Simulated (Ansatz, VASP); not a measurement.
# MgB in two plane-wave programs, part 2 of 2

Wanted: the spread between two codes on one cell, functional and k mesh. The cell is invented: As first built, before any earlier steps moved the atoms (in the runner's words): it takes the MgAl structure with some of its atoms replaced by other elements, volume scaled by an estimate. It may not be a known or stable phase. The cell is taken from a series of VASP runs on this material, whose earlier steps may have relaxed, scaled or displaced it; both programs get it as it stands. Valence electrons are named where the data sets of a main pair hold unlike numbers.

VASP 6.6.1 and Ansatz 0.2.0.

So far: Set-up; Ansatz: band structure, HSE06.

## 3. VASP: band structure, HSE06

Level of this step: HSE06; plane waves and PAW (Mg, B); invented cell (VASP).

The same cell, functional, mesh and smearing now go to VASP, with its own data sets.

Lines of VASP's logs that name or quote its potential files are left out, and so is its time.

The run reads the wave functions of an earlier VASP run, which isn't shown here.

INCAR reads:

```
SYSTEM = MgB
PREC = Accurate
ENCUT = 420
EDIFF = 1E-06
NELM = 100
ISMEAR = -1
SIGMA = 0.05
LREAL = .FALSE.
ALGO = Normal
LHFCALC = .TRUE.
AEXX = 0.25
GGA = PE
HFSCREEN = 0.2
LASPH = .TRUE.
PRECFOCK = Fast
LORBIT = 11
LWAVE = .FALSE.
LCHARG = .FALSE.
```

POSCAR reads:

```
MgB
1.0
    2.9172768617      0.0000000000      0.0000000000
   -1.4586384309      2.5264355560      0.0000000000
    0.0000000000      0.0000000000      3.5750154871
Mg B
1 1
Direct
    0.6666666700      0.3333333300      0.5000000000
    0.0000000000      0.0000000000      0.0000000000
```

KPOINTS reads:

```
Automatic mesh
0
Gamma
5 5 4
0 0 0
```

KPOINTS_OPT reads:

```
Line mode
10
Line-mode
Reciprocal
  0.00000000   0.00000000   0.00000000 GAMMA
  0.50000000   0.00000000   0.00000000 M

  0.50000000   0.00000000   0.00000000 M
  0.33333333   0.33333333   0.00000000 K

  0.33333333   0.33333333   0.00000000 K
  0.00000000   0.00000000   0.00000000 GAMMA

  0.00000000   0.00000000   0.00000000 GAMMA
  0.00000000   0.00000000   0.50000000 A

  0.00000000   0.00000000   0.50000000 A
  0.50000000   0.00000000   0.50000000 L

  0.50000000   0.00000000   0.50000000 L
  0.33333333   0.33333333   0.50000000 H

  0.33333333   0.33333333   0.50000000 H
  0.00000000   0.00000000   0.50000000 A

  0.50000000   0.00000000   0.50000000 L
  0.50000000   0.00000000   0.00000000 M

  0.33333333   0.33333333   0.00000000 K
  0.33333333   0.33333333   0.50000000 H
```

Potentials, in the order of the species: Mg and B (PBE family, release 64).

Launch:

```
> mpirun -np 1 vasp_std
```

Numbers of over 12 decimals in the logs are rounded to 6 here.

The program printed:

```text
[banner, memory and clock lines left out]
running    1 mpi-ranks, on    1 nodes
 distrk:  each k-point on    1 cores,    1 groups
 distr:  one band on    1 cores,    1 groups

 POSCAR found type information on POSCAR MgB
 POSCAR found :  2 types and       2 ions
 LDA part: xc-table for (Slater+PW92), standard interpolation
 found WAVECAR, reading the header
 POSCAR, INCAR and KPOINTS ok, starting setup
 FFT: planning ... GRIDC
 FFT: planning ... GRID_SOFT
 FFT: planning ... GRID
 reading WAVECAR
 the WAVECAR file was read successfully
 initial charge from wavefunction
 entering main loop
       N       E                     dE             d eps       ncg     rms          rms(c)
DAV:   1    -0.664040550820E+01   -0.66404E+01   -0.24587E-01   186   0.397E+00    0.273E-01
DAV:   2    -0.664053202779E+01   -0.12652E-03   -0.40620E-03   228   0.508E-01    0.161E-01
DAV:   3    -0.664001840004E+01    0.51363E-03   -0.14444E-03   204   0.232E-01    0.833E-02
DAV:   4    -0.663995487563E+01    0.63524E-04   -0.29723E-04   210   0.112E-01    0.454E-02
DAV:   5    -0.663993743452E+01    0.17441E-04   -0.29967E-05   234   0.393E-02    0.262E-02
DAV:   6    -0.663992958039E+01    0.78541E-05   -0.30706E-06   234   0.139E-02    0.154E-02
DAV:   7    -0.663992666299E+01    0.29174E-05   -0.11804E-06   144   0.790E-03    0.904E-03
DAV:   8    -0.663992574831E+01    0.91468E-06   -0.52864E-07   120   0.537E-03
   1 F= -.66399257E+01 E0= -.66355537E+01  d E =-.874404E-02
 Start KPOINTS_OPT (optional k-point list driver)
k-point batch [1-15\90]
       N       E                     dE             ncg
DAV:   1     0.291004171346E+02   -0.15803E+04      180
DAV:   2    -0.679255800280E+02   -0.97026E+02      264
DAV:   3    -0.744189723578E+02   -0.64934E+01      240
DAV:   4    -0.745643159550E+02   -0.14534E+00      276
DAV:   5    -0.745659210561E+02   -0.16051E-02      276
DAV:   6    -0.745659349117E+02   -0.13856E-04      210
DAV:   7    -0.745659350227E+02   -0.11101E-06      258
[...]
k-point batch [76-90\90]
       N       E                     dE             ncg
DAV:   1     0.877596064173E+02   -0.29409E+04      180
DAV:   2    -0.355090816537E+01   -0.91311E+02      210
DAV:   3    -0.980048290796E+01   -0.62496E+01      210
DAV:   4    -0.987308926332E+01   -0.72606E-01      252
DAV:   5    -0.987382982916E+01   -0.74057E-03      234
DAV:   6    -0.987383463283E+01   -0.48037E-05      222
DAV:   7    -0.987383467618E+01   -0.43355E-07      210
```

OUTCAR, selected parts (step 3):

```text
ion  position               nearest neighbor table
   1  0.667  0.333  0.500-   2 2.46   2 2.46   2 2.46   2 2.46   2 2.46   2 2.46
   2  0.000  0.000  0.000-   1 2.46   1 2.46   1 2.46   1 2.46   1 2.46   1 2.46

  LATTYP: Found a hexagonal cell.
 ALAT       =     2.9172768617
 C/A-ratio  =     1.2254632168

 Subroutine GETGRP returns: Found 12 space group operations
 (whereof 12 operations were pure point group operations)

The static configuration has the point symmetry D_3h.

 Found     15 irreducible k-points:

   k-points           NKPTS =     15   k-points in BZ     NKDIM =    100   number of bands    NBANDS=      6

   dimension x,y,z NGX =    20 NGY =   20 NGZ =   24
   dimension x,y,z NGXF=    40 NGYF=   40 NGZF=   48

   ENCUT  =  420.0 eV  30.87 Ry    5.56 a.u.   4.87  4.87  5.97*2*pi/ulx,y,z

   NELECT =       5.0000    total number of electrons

 k-points in reciprocal lattice and weights: Automatic mesh
   0.00000000  0.00000000  0.00000000       0.010
   0.20000000 -0.00000000  0.00000000       0.060
   0.40000000 -0.00000000  0.00000000       0.060
   0.20000000  0.20000000  0.00000000       0.060
   0.40000000  0.20000000  0.00000000       0.060
   0.00000000  0.00000000  0.25000000       0.020
   0.20000000 -0.00000000  0.25000000       0.120
   0.40000000 -0.00000000  0.25000000       0.120
   0.20000000  0.20000000  0.25000000       0.120
[...]
0.20000000  0.20000000  0.50000000       0.060
   0.40000000  0.20000000  0.50000000       0.060

  exchange ACFDT corr.  =         0.00000000  see jH, gK, PRB 81, 115126

 average (electrostatic) potential at core
       1 -32.5760       2 -26.3879

 E-fermi :   3.8416

 k-point     1 :       0.0000    0.0000    0.0000
  band No.  band energies     occupation
      1      -7.8850      2.00000
      2       2.4277      2.00000
      3       6.5422      0.00000
      4       9.7346      0.00000
      5       9.7346      0.00000
      6      17.6328      0.00000

 k-point     2 :       0.2000   -0.0000    0.0000
  band No.  band energies     occupation
      1      -6.9508      2.00000
      2       3.2161      1.99999
      3       6.1119      0.00000
      4       7.5109      0.00000
      5       8.7291      0.00000
      6      15.1609      0.00000

 k-point     3 :       0.4000   -0.0000    0.0000
  band No.  band energies     occupation
      1      -4.2648      2.00000
      2       0.7067      2.00000
      3       5.0055      0.00000
      4       7.5464      0.00000
      5       9.6683      0.00000
      6      12.6247      0.00000

  energy-cutoff  :      420.00
  volume of cell :       26.35
      direct lattice vectors                 reciprocal lattice vectors
     2.917276862  0.000000000  0.000000000     0.342785429  0.197907284  0.000000000
    -1.458638431  2.526435556  0.000000000     0.000000000  0.395814569  0.000000000
     0.000000000  0.000000000  3.575015487     0.000000000  0.000000000  0.279719068

 POSITION                                       TOTAL-FORCE (eV/Angst)
 -----------------------------------------------------------------------------------
      1.45864      0.84215      1.78751         0.000000     -0.000000      0.000000
      0.00000      0.00000      0.00000        -0.000000      0.000000      0.000000
 -----------------------------------------------------------------------------------
    total drift:                               -0.000001      0.000002     -0.000000

  FREE ENERGIE OF THE ION-ELECTRON SYSTEM (eV)
  ---------------------------------------------------
  free  energy   TOTEN  =        -6.6399257483 eV

  energy  without entropy=       -6.6311817054  energy(sigma->0) =       -6.63555373

 total charge
# of ion       s       p       d       tot
------------------------------------------
    1        0.193   0.189   0.043   0.425
    2        0.798   0.772   0.000   1.570
--------------------------------------------------
tot          0.991   0.960   0.043   1.994

[... 3 further parts left out ...]
```

The k-mesh is coarse for exact exchange; levels may shift by about 0.1 eV on a finer one.

## 4. Differences

Known differences besides the potentials themselves: exact exchange at q = 0 is treated differently, which shows on coarse meshes; VASP keeps PBE cores, Ansatz makes them for the functional; the data sets hold 13 valence electrons in Ansatz (on its default PAW (the set named soft_2) files) and 5 in VASP; VASP takes a coarser grid for exact exchange (PRECFOCK = Fast). Total energies have different zeros and are not compared.

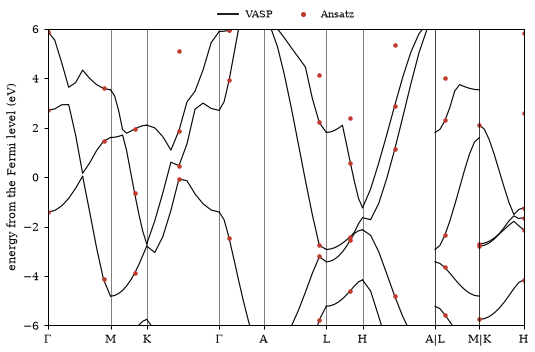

Bands from VASP (lines) and levels from Ansatz (dots). Dots without a line are higher empty bands that the VASP plot leaves out.

Levels from 3 eV below to 2 eV above the Fermi level differ by 4 meV r.m.s. and 9 meV at most; each VASP level is matched to the nearest of Ansatz, which flatters the figure a little.

## 5. Summary of results

```
r.m.s. difference of levels near the Fermi level (band structure, HSE06) : 4.2 meV
```

What this shows: The r.m.s. difference of levels near the Fermi level is 4.2 meV (band structure, HSE06), within the 80 meV picked in this series as the mark of a large difference. The data sets hold unlike numbers of valence electrons (13 in Ansatz and 5 in VASP), so part of the differences comes from the potentials. Such differences can come from data sets, numerical settings and the points named under the comparisons, not from the functional's error against experiment.

[Lines on the potential files, build, host, timing and source positions are cut from VASP's logs without a mark.]

[Logs are printed without paths, hosts, clocks, repeated set-up lines and the standing remarks that a program may print on its own settings, such as how far it seeks lower states.]

[Hosts, paths, dates, database ids (printed as entryN), source tags and the programs' standing remarks are cut or masked in the printed files.]
